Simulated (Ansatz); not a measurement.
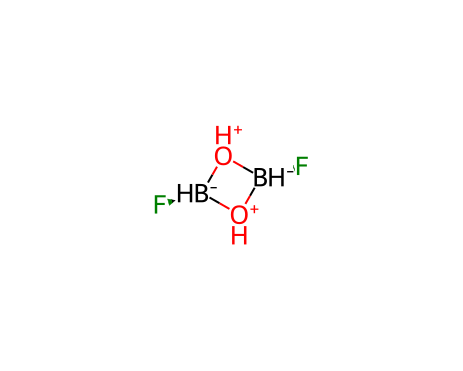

2D structure.

> Write the SMILES.

F[B@H-]1[OH+][B@@H-](F)[OH+]1

> Give the formula, hydrogens included.

B2F2H4O2.

> An optimisation with PBE0-D4/def2-TZVP gave a structure of which point group?

C2v.

More results for the same structure follow; atom numbers are the same in all pictures, views and colours differ. The geometry was computed by an optimisation with PBE0-D4/def2-TZVP.

### Shape

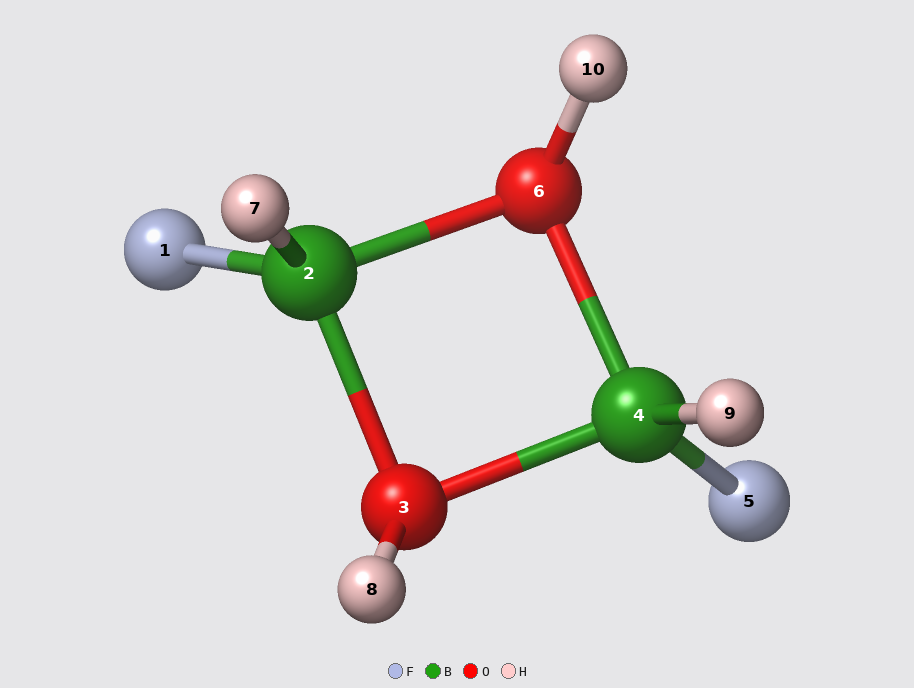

Numbered structure.

List the bonds and their lengths.

```json
{"bond": "F1–B2", "length (Å)": "1.343", "order": "single"}
{"bond": "B2–O3", "length (Å)": "1.550", "order": "single"}
{"bond": "B2–O6", "length (Å)": "1.550", "order": "single"}
{"bond": "B2–H7", "length (Å)": "1.204", "order": "single"}
{"bond": "O3–B4", "length (Å)": "1.550", "order": "single"}
{"bond": "O3–H8", "length (Å)": "0.960", "order": "single"}
{"bond": "B4–F5", "length (Å)": "1.343", "order": "single"}
{"bond": "B4–O6", "length (Å)": "1.550", "order": "single"}
{"bond": "B4–H9", "length (Å)": "1.204", "order": "single"}
{"bond": "O6–H10", "length (Å)": "0.960", "order": "single"}
```

### Levels of theory compared

Program: Ansatz 0.2.0.

At this fixed geometry, give HOMO energy (eV), HOMO–LUMO gap (eV) at these levels: BLYP-D4/def2-TZVPP; HSE06 (plane-wave form)-D4/def2-TZVPP; PBE0-D4/def2-QZVPP; PBE0-D4/def2-SVP; PBE0-D4/def2-TZVPP; SPW92 (LDA)/def2-TZVPP; r2SCAN-D4/def2-TZVPP; r2SCAN0-D4/def2-TZVPP; ωB97M-V/def2-QZVPP; ωB97M-V/def2-SVP; ωB97X-V/def2-TZVPP.

```
                                level  HOMO energy (eV)  HOMO–LUMO gap (eV)
                   BLYP-D4/def2-TZVPP             −7.71                7.04
HSE06 (plane-wave form)-D4/def2-TZVPP             −9.01                8.91
                   PBE0-D4/def2-QZVPP             −9.45                9.43
                     PBE0-D4/def2-SVP             −9.30               10.32
                   PBE0-D4/def2-TZVPP             −9.42                9.68
               SPW92 (LDA)/def2-TZVPP             −7.87                7.13
                 r2SCAN-D4/def2-TZVPP             −8.15                8.30
                r2SCAN0-D4/def2-TZVPP             −9.70               10.46
                   ωB97M-V/def2-QZVPP            −11.83               12.97
                     ωB97M-V/def2-SVP            −11.64               14.35
                   ωB97X-V/def2-TZVPP            −11.94               14.09
```

### Vibrations

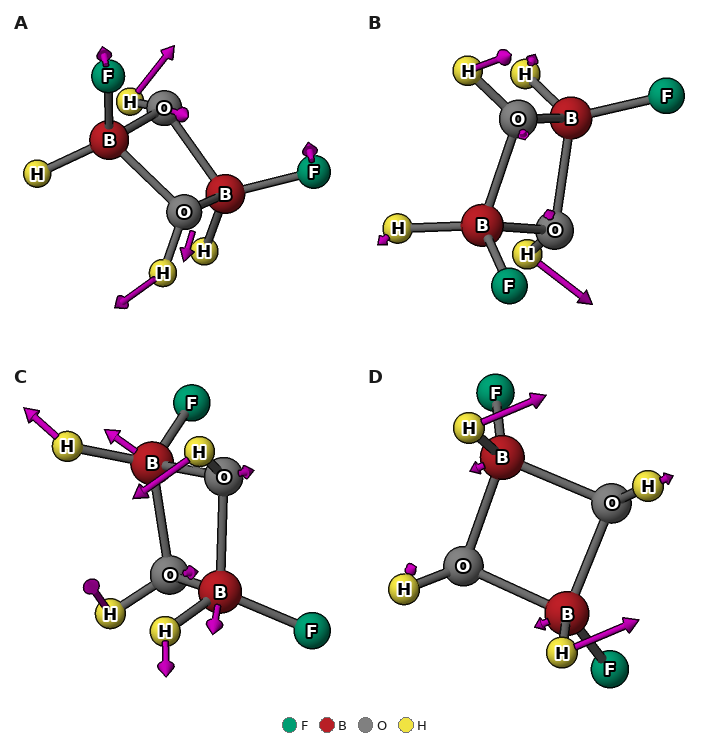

4 normal modes of one molecule or complex, as arrows. Harmonic vibrations computed with RKS PBE0-D4/def2-TZVP (Ansatz 0.2.0) at a stationary point of the same level.

> Match the panels to the wavenumbers 328 cm⁻¹, 500 cm⁻¹, 919 cm⁻¹, 1157 cm⁻¹.

A: 328 cm⁻¹, angle bending
B: 500 cm⁻¹, B–O–H bending
C: 919 cm⁻¹
D: 1157 cm⁻¹

### Charges

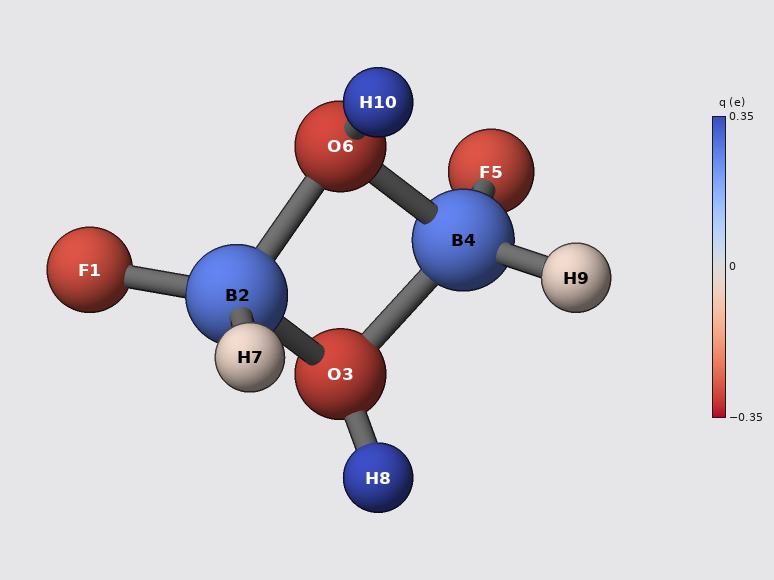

Atoms are coloured by their Mulliken charges. Properties computed with RKS PBE0-D4/def2-TZVP (Ansatz 0.2.0).

> Which atom carries the highest charge (most positive or least negative)?

H8, H10 (0.35 e).

> And the lowest?

O3, O6 (−0.29 e).

Give the Mulliken charges atom by atom.

| atom | value (e) |
| --- | --- |
| F1 | −0.28 |
| B2 | 0.27 |
| O3 | −0.29 |
| B4 | 0.27 |
| F5 | −0.28 |
| O6 | −0.29 |
| H7 | −0.04 |
| H8 | 0.35 |
| H9 | −0.04 |
| H10 | 0.35 |

Mulliken values depend strongly on the basis set and can even reverse the polarity of a bond.
